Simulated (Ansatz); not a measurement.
WB2: pressure series

Take WB2 (space group P6_3/mmc, No. 194; a = 3.003 Å, c = 13.924 Å) as the base.

Cell and atoms are relaxed at each pressure.

Method: Ansatz (an electronic-structure program), PBEsol, PAW, cutoff 420 eV, without spin-orbit coupling.

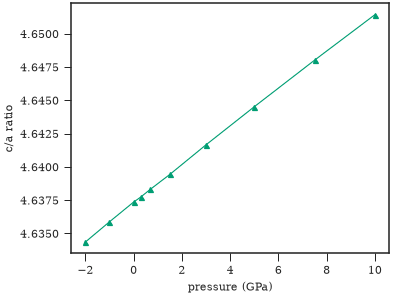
Figure. c/a ratio against pressure

| pressure (GPa) | c/a ratio |
|---|---|
| -2 | 4.634 |
| -1 | 4.636 |
| 0.3 | 4.638 |
| 0.7 | 4.638 |
| 1.5 | 4.639 |
| 3 | 4.642 |
| 5 | 4.645 |
| 7.5 | 4.648 |
| 10 | 4.651 |

Load acts through the strain it causes; cell and atoms are relaxed under it. Whether these cells are dynamically stable was not tested. No other phases were tried under pressure. The final runs are not spin-polarised.
